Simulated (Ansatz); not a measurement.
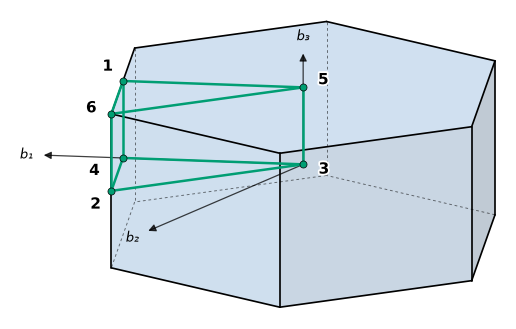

The first Brillouin zone of a primitive hexagonal lattice (hP; extended symbol hP2) is drawn with its special points numbered. Crystal: Cd, the geometry relaxed with DFT PBE, scalar-relativistic, plane waves, PAW in Ansatz 0.2.0. Geometry calculated from the standardised cell; symmetry tolerance 0.002 Å.

a = 3.012 Å, b = 3.012 Å, c = 5.828 Å, α = 90.00°, β = 90.00°, γ = 120.00°.

Labels and path follow the convention of Hinuma et al. (2017), as computed by seekpath; the arrows show the directions of the reciprocal primitive vectors b₁, b₂, b₃, in which coordinates are given.

Q: Which special point is each number?

A:
| no. | label | coordinates |
| --- | --- | --- |
| 1 | L | (1/2, 0, 1/2) |
| 2 | K | (1/3, 1/3, 0) |
| 3 | Γ | (0, 0, 0) |
| 4 | M | (1/2, 0, 0) |
| 5 | A | (0, 0, 1/2) |
| 6 | H | (1/3, 1/3, 1/2) |
